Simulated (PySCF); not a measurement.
## Electronic structure of C4H11OP in real space

```xyz
17

C    -2.1542    0.6618    0.1794
C    -1.5302   -0.7198    0.0567
C    -0.0772   -0.7135    0.5116
P     0.9168    0.3840   -0.5704
C     2.6619    0.0622   -0.1344
O     0.6290    0.2514   -2.0000
H    -2.0953    1.0261    1.2039
H    -3.1996    0.6377   -0.1197
H    -1.6266    1.3578   -0.4726
H    -2.0986   -1.4445    0.6455
H    -1.5594   -1.0318   -0.9897
H     0.3546   -1.7150    0.4119
H     0.0161   -0.3976    1.5513
H     0.7198    1.6703   -0.0659
H     2.8518    0.2004    0.9255
H     3.2821    0.7423   -0.7160
H     2.9021   -0.9596   -0.4269
```

Geometry: GFN2-xTB.

All numbers below come from PBE0/def2-SVPD, SCF density, gas phase (PySCF 2.14.0).

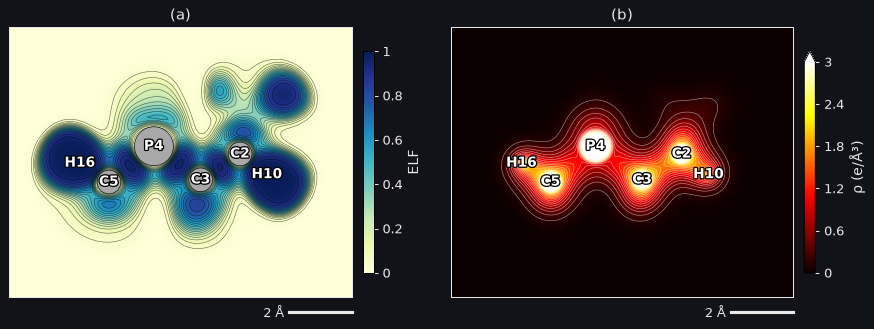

Figure 1. (a) electron localisation function; (b) total electron density on the plane of atoms P4, C5 and H16. Grey discs cover the atomic cores in the ELF map.

> Read the bonding off the picture.

- The plane passes through C, P and H nuclei.
- C–C (1.52 Å): ρ is about 1.6 e/Å³ halfway; the ELF peaks at about 0.95 between the atoms, as expected for a shared electron pair.
- C–P (1.83 Å): the density is about 1.2 e/Å³ at the midpoint; the ELF peaks at about 0.95 between the atoms; localised, covalent bonding.
- C–H (1.09 Å): the density is about 1.9 e/Å³ at the midpoint; the ELF climbs to about 1 towards the hydrogen, as it does in any bond to H; a covalent bond by its length.

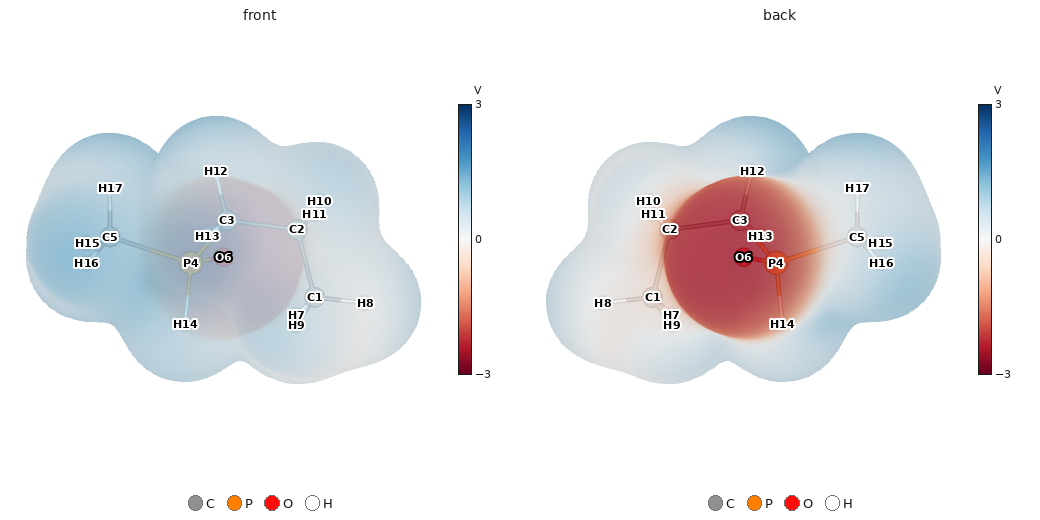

Figure 2. The molecular electrostatic potential painted on the density surface at 0.002 e/bohr³, seen from the front and from behind; the colour scale runs from red (negative) to blue (positive).

> Where is the surface potential most negative and most positive?

The most negative region (about −2.4 V) lies over O6, the most positive (about +1.2 V) over P4 and H15. O6 is the likeliest acceptor of a hydrogen bond.

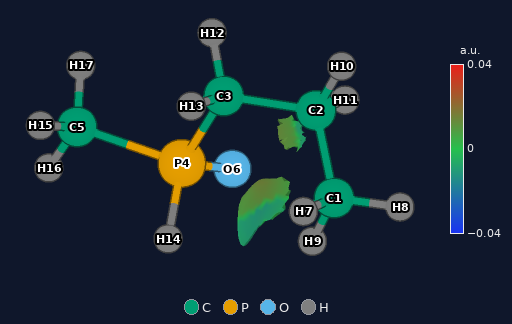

Figure 3. Non-covalent interaction (NCI) plot: the surface where the reduced density gradient is 0.5, for densities under 0.05 a.u., coloured by sign(λ₂)ρ; seen at a tilt.

> What holds or crowds the atoms apart from the covalent bonds?

- Near H9, H14 and P4: mostly steric crowding (olive to red)
- Near H11, O6 and C2: mostly steric crowding (olive to red)
